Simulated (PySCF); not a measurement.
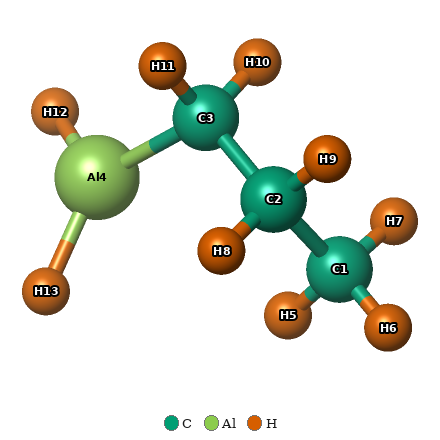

C₃H₉Al, SMILES CC[CH2][AlH2], singlet. Vertical core-electron binding energies by ΔSCF (SCAN, pcX-2 on the ionised atom, pcseg-1 elsewhere, spin-free X2C; PySCF 2.14.0, at a PBE0-D3(BJ)/def2-SVP geometry (no frequency check)), gas phase, against the vacuum level. One atom of each kind was ionised; within a panel, areas follow the number of like atoms, Gaussians of 0.4 eV full width. Only the regions named are shown. Lines closer than the width merge in the curve.

Question: Predict the C 1s photoelectron lines.

Answer:
```
level  atoms  binding energy (eV)
 C 1s     C1                290.6
 C 1s     C2                290.6
 C 1s     C3                289.6
```

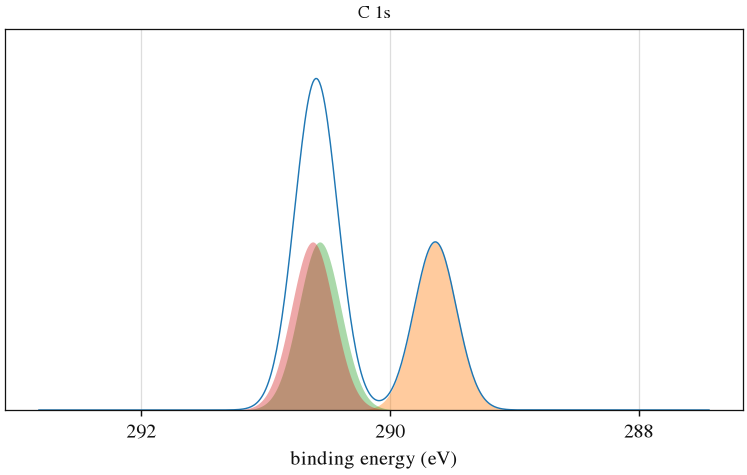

Caveats: one conformer of a flexible molecule.
